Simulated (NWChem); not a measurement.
**One shape, several levels: C2H3F (SMILES C=CF)**

Wanted: a comparison of 4 runs (HF/STO-3G, HF/3-21G, B3LYP/6-31G*) of C2H3F. 

Program for the calculation: NWChem 7.3.0.

1 further run of the same task is left out (it didn't finish).

**1. Starting point**

C2H3F: 6 atoms, total charge 0, spin state singlet. As SMILES, `C=CF`. The shape is that of a PBE0-D4/def2-TZVP optimisation.

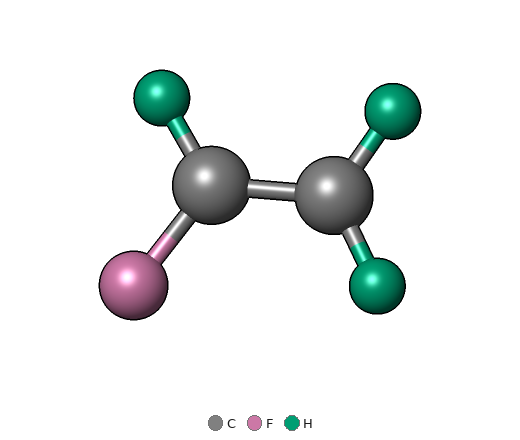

The structure, seen from a chosen angle (carbon grey, fluorine pink, hydrogen teal).

**2. Energy and forces at HF/STO-3G (run 1)**

work.nw

```
start work
memory stack 880 mb heap 220 mb global 1100 mb

geometry units angstroms noautosym nocenter noautoz
C     -0.536200     0.076400    -0.442800
C      0.490000    -0.016300     0.376600
F      0.966200    -1.192400     0.795500
H     -1.043900    -0.803300    -0.816600
H     -0.880200     1.054100    -0.749700
H      1.046100     0.817400     0.790700
end

basis "ao basis" spherical bse
* library STO-3G
end

scf
thresh 1e-08
maxiter 80
print medium
end

task scf gradient
```

Launch:

```bash
$ nwchem work.nw > work.out
```

What it wrote:

```text
[...]
  functions       =    18
[...]
  wavefunction    = RHF
[...]
         Total SCF energy =   -174.531928847661
      One-electron energy =   -375.935848444622
      Two-electron energy =    133.610616867233
 Nuclear repulsion energy =     67.793302729728
        Time for solution =      0.4s
[...]
                         RHF ENERGY GRADIENTS
    atom               coordinates                        gradient
                 x          y          z           x          y          z
   1 C      -1.013271   0.144375  -0.836771   -0.007522  -0.008524  -0.005696
   2 C       0.925966  -0.030803   0.711671    0.012765  -0.002498   0.010216
   3 F       1.825853  -2.253309   1.503277   -0.008166   0.021384  -0.007219
   4 H      -1.972685  -1.518017  -1.543150   -0.000418  -0.003318  -0.000211
   5 H      -1.663337   1.991960  -1.416728    0.002601   0.003876   0.001937
   6 H       1.976842   1.544662   1.494206    0.000740  -0.010920   0.000973
[...]
```

It took 1.1 s on 1 thread of AMD EPYC 7B13 (Zen 3), shared host; peak memory 0.1 GiB.

**3. Energy and forces at HF/3-21G (run 2)**

job.nw

```
start job
title "C2H3F"
memory stack 880 mb heap 220 mb global 1100 mb
charge 0
geometry units angstroms noautosym nocenter noautoz
  C     -0.536200     0.076400    -0.442800
  C      0.490000    -0.016300     0.376600
  F      0.966200    -1.192400     0.795500
  H     -1.043900    -0.803300    -0.816600
  H     -0.880200     1.054100    -0.749700
  H      1.046100     0.817400     0.790700
end
basis spherical bse
  C library 3-21G
  F library 3-21G
  H library 3-21G
end
scf
  thresh 1e-08
  maxiter 80
end
task scf gradient
```

Launch:

```bash
$ nwchem job.nw > job.out
```

What it wrote:

```text
[...]
  functions       =    33
[...]
  wavefunction    = RHF
[...]
         Total SCF energy =   -175.919271769017
      One-electron energy =   -376.077607023509
      Two-electron energy =    132.365032524764
 Nuclear repulsion energy =     67.793302729728
        Time for solution =      0.4s
[...]
                         RHF ENERGY GRADIENTS
    atom               coordinates                        gradient
                 x          y          z           x          y          z
   1 C      -1.013271   0.144375  -0.836771   -0.006877  -0.004273  -0.005326
   2 C       0.925966  -0.030803   0.711671    0.013777  -0.026368   0.011832
   3 F       1.825853  -2.253309   1.503277   -0.009279   0.022674  -0.008148
   4 H      -1.972685  -1.518017  -1.543150   -0.004456  -0.007554  -0.003280
   5 H      -1.663337   1.991960  -1.416728   -0.001456   0.008444  -0.001445
   6 H       1.976842   1.544662   1.494206    0.008290   0.007077   0.006367
[...]
```

Wall time 1.1 s (1 thread of AMD EPYC 7B13 (Zen 3), shared host); peak memory 0.1 GiB.

Run 3 isn't shown in full; the table further down has it.

**4. Energy and forces at B3LYP/6-31G(d) (Cartesian functions) (run 4)**

mol.nw

```
start mol
title "C2H3F"
memory stack 880 mb heap 220 mb global 1100 mb

geometry units angstroms noautosym nocenter noautoz
  C       -0.536200       0.076400      -0.442800
  C        0.490000      -0.016300       0.376600
  F        0.966200      -1.192400       0.795500
  H       -1.043900      -0.803300      -0.816600
  H       -0.880200       1.054100      -0.749700
  H        1.046100       0.817400       0.790700
end

basis "ao basis"
  * library 6-31G*
end

dft
  xc b3lyp
  grid xfine
  convergence energy 1e-08
  iterations 100
  mulliken
end

task dft gradient
```

Launch:

```bash
$ nwchem mol.nw > mol.out
```

What it wrote:

```text
[...]
          Wavefunction type:  closed shell.
          No. of atoms     :     6
          No. of electrons :    24
[...]
          Charge           :     0
          Spin multiplicity:     1
[...]
          AO basis - number of functions:    51
[...]
              XC Information
              --------------
                         B3LYP Method XC Potential
                     Hartree-Fock (Exact) Exchange  0.200
                        Slater Exchange Functional  0.800 local
                    Becke 1988 Exchange Functional  0.720 non-local
              Lee-Yang-Parr Correlation Functional  0.810
                  VWN I RPA Correlation Functional  0.190 local
[...]
 d= 0,ls=0.0,diis     1   -177.7658092536 -2.46D+02  1.69D-02  5.16D-01     1.6
[...]
 d= 0,ls=0.0,diis     8   -177.8194170676 -7.43D-09  7.18D-06  2.67D-07     9.5
         Total DFT energy =     -177.819417067607
      One electron energy =     -377.750159786093
           Coulomb energy =      154.552674269943
    Exchange-Corr. energy =      -22.415234281185
 Nuclear repulsion energy =       67.793302729728
[...]
      Total Density - Mulliken Population Analysis
     ---------------------------------------------
    Atom       Charge   Shell Charges
 -----------   ------   -------------------------------------------------------
    1 C    6     6.38   1.99  0.70  2.10  0.58  1.00  0.01
    2 C    6     5.81   1.99  0.72  1.97  0.44  0.65  0.04
    3 F    9     9.26   1.99  0.95  3.32  0.96  1.99  0.06
    4 H    1     0.84   0.52  0.32
    5 H    1     0.85   0.53  0.32
    6 H    1     0.86   0.54  0.33
[...]
  wavefunction    = closed shell
                         DFT ENERGY GRADIENTS
    atom               coordinates                        gradient
                 x          y          z           x          y          z
   1 C      -1.013271   0.144375  -0.836771    0.006510  -0.002075   0.005248
   2 C       0.925966  -0.030803   0.711671   -0.004113  -0.004415  -0.003139
   3 F       1.825853  -2.253309   1.503277   -0.004153   0.008401  -0.003585
   4 H      -1.972685  -1.518017  -1.543150    0.001062   0.001012   0.000815
   5 H      -1.663337   1.991960  -1.416728    0.001472  -0.001365   0.001218
   6 H       1.976842   1.544662   1.494206   -0.000777  -0.001559  -0.000555
[...]
```

Wall time 12 s (1 thread of AMD EPYC 7B13 (Zen 3), shared host); peak memory 0.13 GiB.

**5. All runs side by side**

| run | level | iteration cap | module | energy (Eh) | dipole moment (D) | HOMO energy (eV) | LUMO energy (eV) | wall time |
| --- | --- | --- | --- | --- | --- | --- | --- | --- |
| 1 | HF/STO-3G | 80 | scf | -174.531929 | 0.88 | -8.40 | 8.68 | 1.1 s |
| 2 | HF/3-21G | 80 | scf | -175.919272 | 1.75 | -10.41 | 5.00 | 1.1 s |
| 3 | B3LYP/6-31G* (spherical functions) | 100 | dft | -177.816741 | 1.20 | – | – | 10 s |
| 4 | B3LYP/6-31G* (Cartesian functions) | 100 | dft | -177.819417 | 1.20 | -7.08 | 0.68 | 12 s |

**6. Outcome**

| quantity | value |
| --- | --- |
| run 4: total energy | -177.81942 Eh |
| run 4: dipole moment | 1.20 D |
| run 4: HOMO energy | -7.08 eV |
| run 4: LUMO energy | 0.68 eV |
| run 4: HOMO–LUMO gap | 7.76 eV |
| run 4: largest force on an atom | 0.516 eV/Å |

The dipole moment (its size) runs from 0.88 D (HF/STO-3G) to 1.75 D (HF/3-21G). Over runs 1, 2, 4 the HOMO–LUMO gap runs from 7.76 eV (B3LYP/6-31G*) to 17.08 eV (HF/STO-3G). The two ends differ in method and basis. In run 1 the basis is minimal, so the values are rough. All runs together took 25 s, the longest 12 s.
